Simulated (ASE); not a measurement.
Pair distribution function (C-Zr) of ZrC (rock salt; ideal stoichiometry), cell Zr32C32, begun in the crystal structure [in the run: it stayed crystalline; mean temperature 1857 K (target 1850 K); density 6.25 g/cm³, volume +6 % from the start crystal's], from MD at 1857 K. Calculation: the machine-learned potential CHGNet 0.3.0 (ASE). Volume per atom 13.71 Å³, mean pressure 0.0 GPa. 

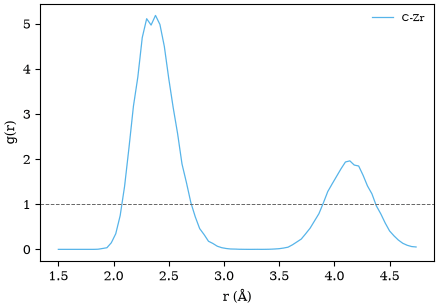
Figure. Pair distribution from the trajectory

### Question
From these data, give the position and height of the first peak of the C-Zr curve, where the first shell ends and the number of neighbours in it.

### Answer
first peak at 2.36 Å with height 5.2; g is nil from 3.1 to 3.5 Å, so any cut there serves; 6.0 Zr round each C and 6.0 C round each Zr in the shell, from n = 4πρ∫r²g(r)dr.
